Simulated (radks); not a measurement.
All numbers are computed, not measured: non-relativistic Kohn-Sham, LDA (Slater exchange, Perdew-Wang correlation), spin-polarised, spherical densities, point nucleus (the in-house radial solver radks). The occupation of the 3d shell is varied from Mn⁴⁺ ([Ar] 3d3 (high spin)) to Mn³⁺ ([Ar] 3d4 (high spin)), with spherical fractional occupations. Wanted, and plotted below: the total energy less the straight line between the end points, and the eigenvalue of 3d↑ (the dashed line is minus the energy to take the whole electron out).

The curve is convex (below the straight line), with the largest deviation among the points computed, −2.44 eV, at 0.5. The end points differ by 52.8 eV, the energy to take the electron out. The eigenvalue, which is the slope of the energy (Janak's theorem), moves from −62.8 eV at 0 to −43.3 eV at 1; for a straight line it would stay constant, and a parabola would sag by an eighth of this change, scaled to a whole electron, 2.44 eV. Convexity is the mark of the delocalisation error, which puts fractional charges too low; for p, d and f shells the spherical spreading of the fraction adds to it.

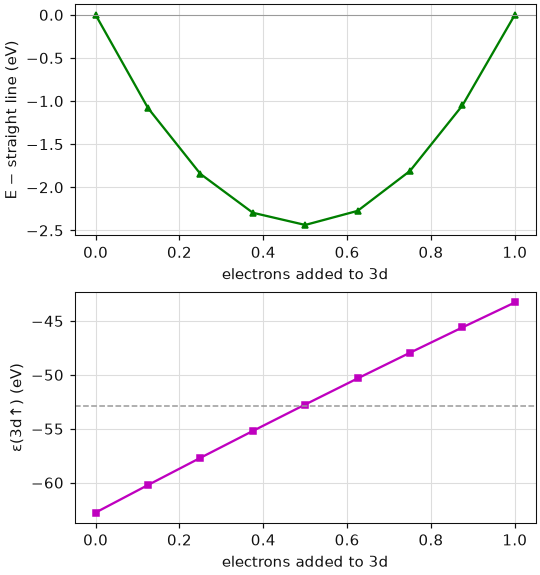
